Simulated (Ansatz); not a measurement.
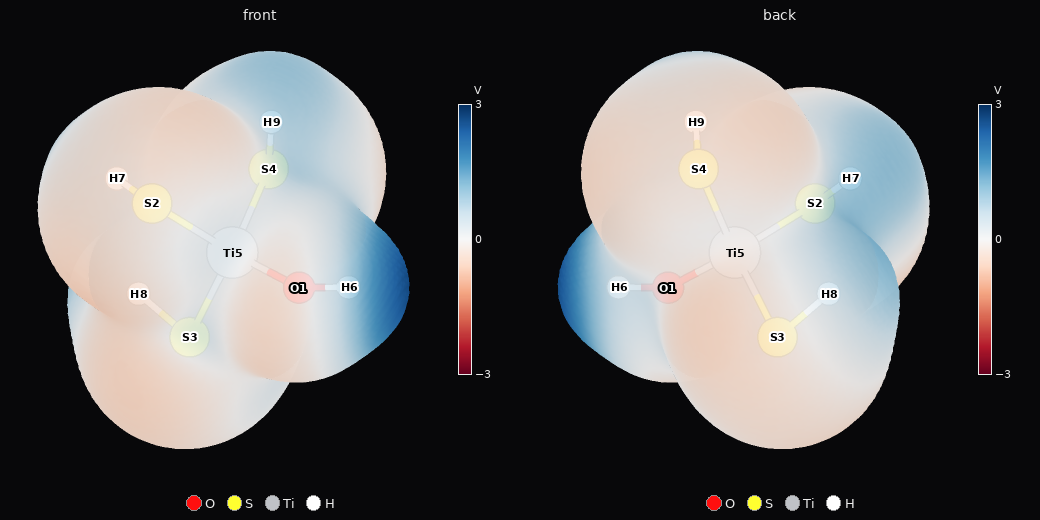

Figure. H4OS3Ti. The electrostatic potential painted on the density surface at 0.001 e/bohr³, seen from the front and from behind; the colour scale runs from red (negative) to blue (positive).

Geometry: PBE0-D4/def2-SVP.

Method: Ansatz, isolated molecule in a Gaussian basis; Kohn-Sham density functional theory, functional PBE0.

```json
{"atom": "O", "x (Å)": "0.8358", "y (Å)": "1.8564", "z (Å)": "-0.3046"}
{"atom": "S", "x (Å)": "1.6725", "y (Å)": "-1.3185", "z (Å)": "-0.4460"}
{"atom": "S", "x (Å)": "-1.5939", "y (Å)": "0.2094", "z (Å)": "-1.7381"}
{"atom": "S", "x (Å)": "-0.9960", "y (Å)": "-0.0706", "z (Å)": "1.7745"}
{"atom": "Ti", "x (Å)": "0.0764", "y (Å)": "0.2966", "z (Å)": "-0.2045"}
{"atom": "H", "x (Å)": "0.9481", "y (Å)": "2.6933", "z (Å)": "0.1574"}
{"atom": "H", "x (Å)": "0.7483", "y (Å)": "-2.2741", "z (Å)": "-0.1814"}
{"atom": "H", "x (Å)": "-1.7923", "y (Å)": "-1.1008", "z (Å)": "-1.4520"}
{"atom": "H", "x (Å)": "0.1894", "y (Å)": "-0.3378", "z (Å)": "2.3775"}
```

> Which sites attract a positive test charge, and which a negative one?

A positive charge is drawn to the negative regions and a negative charge to the positive ones. The most negative region (about −0.7 V) lies over S2 and S3, the most positive (about +2.6 V) over H6.
